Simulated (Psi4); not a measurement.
**CH7BSi2 (SMILES CB1[SiH2][SiH2]1): wB97X-V/6-31G(d) (spherical functions)**

What is the energy change on altering one bond length of CH7BSi2 at wB97X-V/6-31G* (spherical functions)? 

The results are computed with Psi4 1.11.

1 further run of the same task is left out (set aside as unsound or not needed). Runs told in other sessions of the task aren't counted.

**1. The molecule**

CH7BSi2: 11 atoms, total charge 0, spin state singlet. As SMILES, `CB1[SiH2][SiH2]1`. The shape is that of a PBE0-D4/def2-TZVP optimisation.

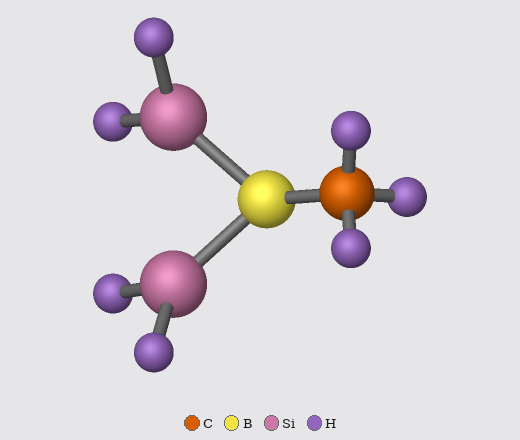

Viewed from a chosen angle; carbon orange, boron yellow, silicon pink, hydrogen purple.

**2. A single-point energy at wB97X-V/6-31G(d) (spherical functions)**

File ch7bsi2.xyz:

```xyz
11
CH7BSi2
C     -0.263900     1.793500     0.099500
B     -0.450600     0.243000    -0.016600
Si     0.018800    -1.148600     1.199400
Si     0.210300    -0.982900    -1.318800
H      0.165600     2.121800     1.048800
H     -1.271300     2.229100     0.051100
H      0.301000     2.238000    -0.723000
H     -0.479200    -2.541300     1.107000
H      0.876900    -0.975400     2.403900
H      1.239000    -0.662800    -2.346600
H     -0.281200    -2.371200    -1.484200
```

File calc.py:

```python
import psi4

psi4.set_memory(2200000000)
psi4.set_num_threads(1)
psi4.set_output_file('psi4.out', False)

with open('ch7bsi2.xyz') as f:
    atoms = ''.join(f.readlines()[2:])
geom = psi4.geometry('0 1\n' + atoms + 'symmetry c1')

psi4.set_options({
    'basis': '6-31G*',
    'reference': 'rks',
    'puream': True,
    'e_convergence': 1e-09,
    'd_convergence': 1e-08,
    'scf_type': 'pk',
    'dft_radial_points': 99,
    'dft_spherical_points': 590,
})

e, wfn = psi4.energy('wb97x-v', return_wfn=True)
print(f'wb97x-v energy: {e:.10f} Eh')
```

Launch:

```bash
$ python calc.py
```

psi4.out:

```text
[...]
  Running in c1 symmetry.
[...]
  Nuclear repulsion =  181.476428428229070
[...]
  Multiplicity = 1
[...]
  Nalpha       = 23
  Nbeta        = 23
[...]
    Number of basis functions: 78
[...]
   @RKS iter   1:  -645.79748329540894   -6.21435e-01   5.64221e-03 ADIIS/DIIS
[...]
   @RKS iter  12:  -645.92173948092000   -2.50111e-12   3.19195e-09 DIIS
[...]
    Orbital Energies [Eh]
    ---------------------
    Doubly Occupied:
       1A    -66.125925     2A    -66.125907     3A    -10.254454
       4A     -6.847469     5A     -5.384747     6A     -5.384731
       7A     -3.736417     8A     -3.736310     9A     -3.733240
      10A     -3.733203    11A     -3.731409    12A     -3.731350
      13A     -0.829051    14A     -0.717326    15A     -0.614528
      16A     -0.544256    17A     -0.510235    18A     -0.506749
      19A     -0.483862    20A     -0.439203    21A     -0.435228
      22A     -0.344799    23A     -0.308819
[...]
  @RKS Final Energy:  -645.92173948092000
   => Energetics <=
    Nuclear Repulsion Energy =            181.4764284282290703
    One-Electron Energy =               -1251.7998659814463736
    Two-Electron Energy =                 463.4720871086029774
    DFT Exchange-Correlation Energy =     -39.2552424294651559
    Empirical Dispersion Energy =           0.0000000000000000
    VV10 Nonlocal Energy =                  0.1848533931594725
    Total Energy =                       -645.9217394809198822
[...]
 Multipole Moments:
 ------------------------------------------------------------------------------------
     Multipole            Electronic (a.u.)      Nuclear  (a.u.)        Total (a.u.)
 ------------------------------------------------------------------------------------
 L = 1.  Multiply by 2.5417464519 to convert [e a0] to [Debye]
 Dipole X            :         -1.0197309            1.0274886            0.0077577
 Dipole Y            :         -1.9919571            2.0835424            0.0915854
 Dipole Z            :         -0.2097780            0.2159402            0.0061621
 Magnitude           :                                                    0.0921197
[...]
```

Standard output:

```text
wb97x-v energy: -645.9217394809 Eh
```

Run time: 2.6 min. Hardware: 1 thread of Intel Xeon 6975P-C (Granite Rapids), shared host; peak memory 1.5 GiB.

**3. The distorted shape, same level**

File calc.dat:

```
memory 2200 mb

molecule mol {
  C     -0.950368     1.654942    -0.864084
  B     -1.137068     0.104442    -0.980184
  Si    -0.667668    -1.287158     0.235816
  Si    -0.476168    -1.121458    -2.282384
  H     -0.520868     1.983242     0.085216
  H     -1.957768     2.090542    -0.912484
  H     -0.385468     2.099442    -1.686584
  H     -1.165668    -2.679858     0.143416
  H      0.876900    -0.975400     2.403900
  H      0.552532    -0.801358    -3.310184
  H     -0.967668    -2.509758    -2.447784
  units angstrom
  symmetry c1
  no_reorient
  no_com
}

set basis 6-31G*
set puream true
set e_convergence 1e-09
set d_convergence 1e-08
set scf_type pk
set dft_radial_points 99
set dft_spherical_points 590

e_tot = energy("wb97x-v")
```

Launch:

```bash
$ psi4 -i calc.dat -o calc.out -n 1
```

calc.out:

```text
[...]
  Running in c1 symmetry.
[...]
  Nuclear repulsion =  178.284466044443974
[...]
  Multiplicity = 1
[...]
  Nalpha       = 23
  Nbeta        = 23
[...]
    Number of basis functions: 78
[...]
   @RKS iter   1:  -645.63685733165823   -6.78483e-01   5.98314e-03 ADIIS/DIIS
[...]
   @RKS iter  14:  -645.79608725239120   -3.75167e-12   3.80586e-09 DIIS
[...]
    Orbital Energies [Eh]
    ---------------------
    Doubly Occupied:
       1A    -66.175352     2A    -66.144295     3A    -10.262674
       4A     -6.866781     5A     -5.425683     6A     -5.403077
       7A     -3.777176     8A     -3.775534     9A     -3.771759
      10A     -3.754798    11A     -3.751365    12A     -3.749846
      13A     -0.838152    14A     -0.730015    15A     -0.612524
      16A     -0.553141    17A     -0.518472    18A     -0.514671
      19A     -0.474981    20A     -0.448426    21A     -0.391024
      22A     -0.331102    23A     -0.314049
[...]
  @RKS Final Energy:  -645.79608725239120
   => Energetics <=
    Nuclear Repulsion Energy =            178.2844660444439739
    One-Electron Energy =               -1244.5818057129604313
    Two-Electron Energy =                 459.4598944711138415
    DFT Exchange-Correlation Energy =     -39.1436463649591246
    Empirical Dispersion Energy =           0.0000000000000000
    VV10 Nonlocal Energy =                  0.1850043099706609
    Total Energy =                       -645.7960872523912030
[...]
 Multipole Moments:
 ------------------------------------------------------------------------------------
     Multipole            Electronic (a.u.)      Nuclear  (a.u.)        Total (a.u.)
 ------------------------------------------------------------------------------------
 L = 1.  Multiply by 2.5417464519 to convert [e a0] to [Debye]
 Dipole X            :         58.1473509          -58.5234197           -0.3760688
 Dipole Y            :         45.5440363          -45.4704200            0.0736163
 Dipole Z            :         83.1697375          -84.0207762           -0.8510387
 Magnitude           :                                                    0.9333349
[...]
```

Wall time 2.9 min (1 thread of Intel Xeon 6975P-C (Granite Rapids), shared host); peak memory 1.5 GiB.

**4. Outcome**

At wB97X-V/6-31G* (spherical functions):

| quantity | value |
| --- | --- |
| first shape: total energy | -645.92174 Eh |
| first shape: dipole moment | 0.23 D |
| first shape: HOMO energy | -8.40 eV |
| first shape: LUMO energy | 0.80 eV |
| first shape: HOMO–LUMO gap | 9.20 eV |
| distorted shape: total energy | -645.79609 Eh |
| distorted shape: dipole moment | 2.37 D |
| distorted shape: HOMO energy | -8.55 eV |
| distorted shape: LUMO energy | -1.02 eV |
| distorted shape: HOMO–LUMO gap | 7.52 eV |
| energy change with the Si3–H9 bond stretched from 1.489 to 2.680 Å | 3.419 eV |

In words: With the Si3–H9 bond stretched from 1.489 to 2.680 Å the energy rises by 3.42 eV (330 kJ/mol). The first shape isn't relaxed at this level, so the change isn't measured from a minimum. A restricted reference can't describe the breaking bond well at this length. With no_com the log's rotational constants are taken about the origin, not the centre of mass, so they aren't the molecule's.
